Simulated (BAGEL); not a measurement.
**triplet C4H6O: levels of theory compared**

We compute a comparison of 4 runs (UHF/STO-3G, ROHF/6-31G*, ROHF/def2-SVP, UHF/def2-SVP) of triplet C4H6O. 

Program for the calculation: BAGEL 1.2.2.

2 further runs of the same task are left out: 2 set aside as unsound or not needed.

## Step 1: The system as given

C4H6O: 11 atoms, total charge 0, spin state triplet. SMILES of the parent species: `O=C1CCC1`. The shape is that of a PBE0-D4/def2-TZVP optimisation. That shape belongs to the parent species and isn't relaxed for this state.

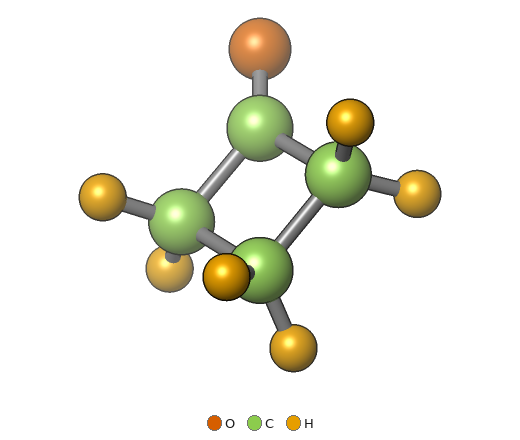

Viewed from a chosen angle; oxygen orange, carbon green, hydrogen amber.

## Step 2: The energy at UHF/STO-3G (density fitting with cc-pvqz-jkfit) (run 1)

Input file hf.json:

```json
{ "bagel": [

{
  "title": "molecule",
  "basis": "sto-3g",
  "df_basis": "cc-pvqz-jkfit",
  "angstrom": true,
  "geometry": [
    { "atom": "O", "xyz": [   -1.126370,    1.741670,   -1.093030 ] },
    { "atom": "C", "xyz": [   -0.553260,    0.855870,   -0.537160 ] },
    { "atom": "C", "xyz": [    0.070030,    0.708410,    0.847190 ] },
    { "atom": "C", "xyz": [    0.474970,   -0.735180,    0.461440 ] },
    { "atom": "C", "xyz": [   -0.163630,   -0.563250,   -0.938330 ] },
    { "atom": "H", "xyz": [   -0.651360,    0.806310,    1.661710 ] },
    { "atom": "H", "xyz": [    0.889750,    1.406740,    1.031170 ] },
    { "atom": "H", "xyz": [    1.550220,   -0.907740,    0.443640 ] },
    { "atom": "H", "xyz": [    0.009740,   -1.507550,    1.072400 ] },
    { "atom": "H", "xyz": [    0.520610,   -0.601920,   -1.789070 ] },
    { "atom": "H", "xyz": [   -1.020700,   -1.203350,   -1.159980 ] }
  ]
},
{ "title": "uhf", "nopen": 2 },
{ "title": "print", "file": "orbitals.molden", "orbitals": true }

]}
```

Command:

```console
$ BAGEL_NUM_THREADS=1 BAGEL hf.json > hf.out
```

The log of the run:

```text
* using 1 threads per process

  ===============================================================
  ===============================================================

  *** Geometry ***

  { "atom" : "O", "xyz" : [     -2.128531,      3.291279,     -2.065527 ] },
  { "atom" : "C", "xyz" : [     -1.045510,      1.617360,     -1.015085 ] },
  { "atom" : "C", "xyz" : [      0.132338,      1.338701,      1.600957 ] },
  { "atom" : "C", "xyz" : [      0.897563,     -1.389289,      0.871995 ] },
  { "atom" : "C", "xyz" : [     -0.309216,     -1.064388,     -1.773187 ] },
  { "atom" : "H", "xyz" : [     -1.230892,      1.523705,      3.140177 ] },
  { "atom" : "H", "xyz" : [      1.681384,      2.658353,      1.948629 ] },
  { "atom" : "H", "xyz" : [      2.929491,     -1.715380,      0.838358 ] },
  { "atom" : "H", "xyz" : [      0.018406,     -2.848857,      2.026542 ] },
  { "atom" : "H", "xyz" : [      0.983810,     -1.137464,     -3.380852 ] },
  { "atom" : "H", "xyz" : [     -1.928843,     -2.274002,     -2.192045 ] },

  Number of auxiliary basis functions:      836

  Since a DF basis is specified, we compute 2- and 3-index integrals:
    o Being stored without compression. Storage requirement is 0.006 GB

  Number of basis functions:       31
  Number of electrons      :       38

    * METHOD: MOLECULE                             0.58

  *** Open-shell HF ***

  === Nuclear Repulsion ===
   168.1912136488

      * DIIS with orbital gradients will be used.

  === UHF iteration (sto-3g) ===
      0       -226.64168607          0.03428695           0.07
      1       -226.76822514          0.02069300           0.07
      2       -226.81119501          0.00944305           0.07
      3       -226.82271859          0.00433762           0.07
      4       -226.82977245          0.00111329           0.07
      5       -226.83021733          0.00049913           0.07
      6       -226.83042980          0.00017770           0.07
      7       -226.83045758          0.00006123           0.07
      8       -226.83046544          0.00000837           0.07
      9       -226.83046627          0.00000504           0.07
     10       -226.83046682          0.00000298           0.07
     11       -226.83046714          0.00000135           0.07
     12       -226.83046720          0.00000029           0.07
     13       -226.83046720          0.00000009           0.07
     14       -226.83046720          0.00000004           0.07
     15       -226.83046720          0.00000002           0.07
     16       -226.83046720          0.00000001           0.07
     17       -226.83046720          0.00000001           0.07
    * SCF iteration converged.

    * S^2 (UHF) is 2.0062

    * Permanent dipole moment:
           (   -0.205386,     0.317714,    -0.199398) a.u.

    * METHOD: UHF                                  1.36

    * METHOD: PRINT                                0.00

  ===============================================================
```

Run time: 2.1 s. Hardware: 1 thread of Arm Neoverse V2, shared host; peak memory 0.082 GiB.

## Step 3: The energy at ROHF/6-31G(d) (density fitting with cc-pvqz-jkfit, spherical functions) (run 2)

Input file calc.json:

```json
{ "bagel": [

{
  "title": "molecule",
  "basis": "6-31gs.json",
  "df_basis": "cc-pvqz-jkfit",
  "angstrom": "true",
  "geometry": [
    { "atom": "O", "xyz": [      -1.126370,       1.741670,      -1.093030 ] },
    { "atom": "C", "xyz": [      -0.553260,       0.855870,      -0.537160 ] },
    { "atom": "C", "xyz": [       0.070030,       0.708410,       0.847190 ] },
    { "atom": "C", "xyz": [       0.474970,      -0.735180,       0.461440 ] },
    { "atom": "C", "xyz": [      -0.163630,      -0.563250,      -0.938330 ] },
    { "atom": "H", "xyz": [      -0.651360,       0.806310,       1.661710 ] },
    { "atom": "H", "xyz": [       0.889750,       1.406740,       1.031170 ] },
    { "atom": "H", "xyz": [       1.550220,      -0.907740,       0.443640 ] },
    { "atom": "H", "xyz": [       0.009740,      -1.507550,       1.072400 ] },
    { "atom": "H", "xyz": [       0.520610,      -0.601920,      -1.789070 ] },
    { "atom": "H", "xyz": [      -1.020700,      -1.203350,      -1.159980 ] }
  ]
},

{ "title": "rohf", "nopen": 2 },

{ "title": "print", "file": "orbitals.molden", "orbitals": "true" }

]}
```

The basis set 6-31G* is read from a file made from the Basis Set Exchange's data (not shown).

Command:

```console
$ BAGEL_NUM_THREADS=1 BAGEL calc.json > calc.out
```

The log of the run:

```text
* using 1 threads per process

  ===============================================================
  ===============================================================

  *** Geometry ***

  { "atom" : "O", "xyz" : [     -2.128531,      3.291279,     -2.065527 ] },
  { "atom" : "C", "xyz" : [     -1.045510,      1.617360,     -1.015085 ] },
  { "atom" : "C", "xyz" : [      0.132338,      1.338701,      1.600957 ] },
  { "atom" : "C", "xyz" : [      0.897563,     -1.389289,      0.871995 ] },
  { "atom" : "C", "xyz" : [     -0.309216,     -1.064388,     -1.773187 ] },
  { "atom" : "H", "xyz" : [     -1.230892,      1.523705,      3.140177 ] },
  { "atom" : "H", "xyz" : [      1.681384,      2.658353,      1.948629 ] },
  { "atom" : "H", "xyz" : [      2.929491,     -1.715380,      0.838358 ] },
  { "atom" : "H", "xyz" : [      0.018406,     -2.848857,      2.026542 ] },
  { "atom" : "H", "xyz" : [      0.983810,     -1.137464,     -3.380852 ] },
  { "atom" : "H", "xyz" : [     -1.928843,     -2.274002,     -2.192045 ] },

  Number of auxiliary basis functions:      836

  Since a DF basis is specified, we compute 2- and 3-index integrals:
    o Being stored without compression. Storage requirement is 0.045 GB

  Number of basis functions:       82
  Number of electrons      :       38

    * METHOD: MOLECULE                             0.68

  *** Open-shell HF ***

  === Nuclear Repulsion ===
   168.1912136488

      * DIIS with orbital gradients will be used.

  === ROHF iteration (6-31gs.json) ===
      0       -229.40028939          0.03555139           0.21
      1       -229.51951768          0.02933347           0.21
      2       -229.55902433          0.02382293           0.21
      3       -229.64186244          0.00411498           0.21
      4       -229.64963892          0.00288651           0.21
      5       -229.65758627          0.00235523           0.21
      6       -229.66456570          0.00112108           0.21
      7       -229.66784017          0.00039801           0.21
      8       -229.66746568          0.00025977           0.21
      9       -229.66784999          0.00008650           0.21
     10       -229.66771618          0.00000990           0.21
     11       -229.66776395          0.00000427           0.21
     12       -229.66776497          0.00000236           0.21
     13       -229.66776586          0.00000072           0.21
     14       -229.66776497          0.00000033           0.21
     15       -229.66776478          0.00000016           0.21
     16       -229.66776482          0.00000004           0.21
     17       -229.66776491          0.00000002           0.21
     18       -229.66776489          0.00000001           0.21
     19       -229.66776489          0.00000001           0.21
     20       -229.66776489          0.00000001           0.21
    * SCF iteration converged.

    * S^2 (ROHF) is 2.0000

    * Permanent dipole moment:
           (   -0.312846,     0.483864,    -0.303665) a.u.

    * METHOD: ROHF                                 4.62

    * METHOD: PRINT                                0.01

  ===============================================================
```

It took 5.7 s on 1 thread of Arm Neoverse V2, shared host; peak memory 0.17 GiB.

Run 3 isn't shown in full; the table further down has it.

## Step 4: A single-point energy at UHF/def2-SVP (density fitting with cc-pvqz-jkfit) (run 4)

Input file calc.json:

```json
{ "bagel" : [

{
  "title" : "molecule",
  "basis" : "svp",
  "df_basis" : "cc-pvqz-jkfit",
  "angstrom" : true,
  "geometry" : [
    { "atom" : "O", "xyz" : [      -1.126370,       1.741670,      -1.093030 ] },
    { "atom" : "C", "xyz" : [      -0.553260,       0.855870,      -0.537160 ] },
    { "atom" : "C", "xyz" : [       0.070030,       0.708410,       0.847190 ] },
    { "atom" : "C", "xyz" : [       0.474970,      -0.735180,       0.461440 ] },
    { "atom" : "C", "xyz" : [      -0.163630,      -0.563250,      -0.938330 ] },
    { "atom" : "H", "xyz" : [      -0.651360,       0.806310,       1.661710 ] },
    { "atom" : "H", "xyz" : [       0.889750,       1.406740,       1.031170 ] },
    { "atom" : "H", "xyz" : [       1.550220,      -0.907740,       0.443640 ] },
    { "atom" : "H", "xyz" : [       0.009740,      -1.507550,       1.072400 ] },
    { "atom" : "H", "xyz" : [       0.520610,      -0.601920,      -1.789070 ] },
    { "atom" : "H", "xyz" : [      -1.020700,      -1.203350,      -1.159980 ] }
  ]
},

{
  "title" : "uhf",
  "nopen" : 2
},

{
  "title" : "print",
  "file" : "orbitals.molden",
  "orbitals" : true
}

]}
```

Command:

```console
$ BAGEL_NUM_THREADS=1 BAGEL calc.json > calc.out
```

The log of the run:

```text
* using 1 threads per process

  ===============================================================
  ===============================================================

  *** Geometry ***

  { "atom" : "O", "xyz" : [     -2.128531,      3.291279,     -2.065527 ] },
  { "atom" : "C", "xyz" : [     -1.045510,      1.617360,     -1.015085 ] },
  { "atom" : "C", "xyz" : [      0.132338,      1.338701,      1.600957 ] },
  { "atom" : "C", "xyz" : [      0.897563,     -1.389289,      0.871995 ] },
  { "atom" : "C", "xyz" : [     -0.309216,     -1.064388,     -1.773187 ] },
  { "atom" : "H", "xyz" : [     -1.230892,      1.523705,      3.140177 ] },
  { "atom" : "H", "xyz" : [      1.681384,      2.658353,      1.948629 ] },
  { "atom" : "H", "xyz" : [      2.929491,     -1.715380,      0.838358 ] },
  { "atom" : "H", "xyz" : [      0.018406,     -2.848857,      2.026542 ] },
  { "atom" : "H", "xyz" : [      0.983810,     -1.137464,     -3.380852 ] },
  { "atom" : "H", "xyz" : [     -1.928843,     -2.274002,     -2.192045 ] },

  Number of auxiliary basis functions:      836

  Since a DF basis is specified, we compute 2- and 3-index integrals:
    o Being stored without compression. Storage requirement is 0.067 GB

  Number of basis functions:      100
  Number of electrons      :       38

    * METHOD: MOLECULE                             0.70

  *** Open-shell HF ***

  === Nuclear Repulsion ===
   168.1912136488

      * DIIS with orbital gradients will be used.

  === UHF iteration (svp) ===
      0       -229.25430634          0.02676201           0.26
      1       -229.40326491          0.01797579           0.26
      2       -229.44662895          0.01239870           0.26
      3       -229.48524036          0.00316202           0.26
      4       -229.49280388          0.00213435           0.26
      5       -229.50088127          0.00142136           0.26
      6       -229.50536409          0.00046753           0.27
      7       -229.50553728          0.00017725           0.26
      8       -229.50561941          0.00010764           0.26
      9       -229.50565001          0.00003524           0.26
     10       -229.50565791          0.00001108           0.26
     11       -229.50565907          0.00000421           0.26
     12       -229.50565927          0.00000166           0.26
     13       -229.50565933          0.00000069           0.26
     14       -229.50565935          0.00000038           0.26
     15       -229.50565936          0.00000019           0.26
     16       -229.50565937          0.00000011           0.26
     17       -229.50565937          0.00000005           0.26
     18       -229.50565937          0.00000003           0.26
     19       -229.50565937          0.00000002           0.26
     20       -229.50565937          0.00000001           0.26
    * SCF iteration converged.

    * S^2 (UHF) is 2.0202

    * Permanent dipole moment:
           (   -0.316390,     0.489343,    -0.307104) a.u.

    * METHOD: UHF                                  5.77

    * METHOD: PRINT                                0.02

  ===============================================================
```

It took 6.9 s on 1 thread of Arm Neoverse V2, shared host; peak memory 0.21 GiB.

## Step 5: All runs side by side

```tsv
run	level	energy (Eh)	dipole moment (D)	⟨S²⟩	wall time
1	UHF/STO-3G (density fitting with cc-pvqz-jkfit)	-226.830467	1.09	2.006	2.1 s
2	ROHF/6-31G* (density fitting with cc-pvqz-jkfit, spherical functions)	-229.667765	1.66	2.000	5.7 s
3	ROHF/def2-SVP (density fitting with cc-pvqz-jkfit)	-229.495569	1.62	2.000	6.6 s
4	UHF/def2-SVP (density fitting with cc-pvqz-jkfit)	-229.505659	1.67	2.020	6.9 s
```

## Step 6: Summary of results

| quantity | value |
| --- | --- |
| run 4: total energy | -229.50566 Eh |
| run 4: dipole moment | 1.67 D |
| run 4: ⟨S²⟩ | 2.020 |

The dipole moment (its size) runs from 1.09 D (UHF/STO-3G) to 1.67 D (UHF/def2-SVP). In run 1 the basis is minimal, so the values are rough. All runs together took 21 s, the longest 6.9 s.
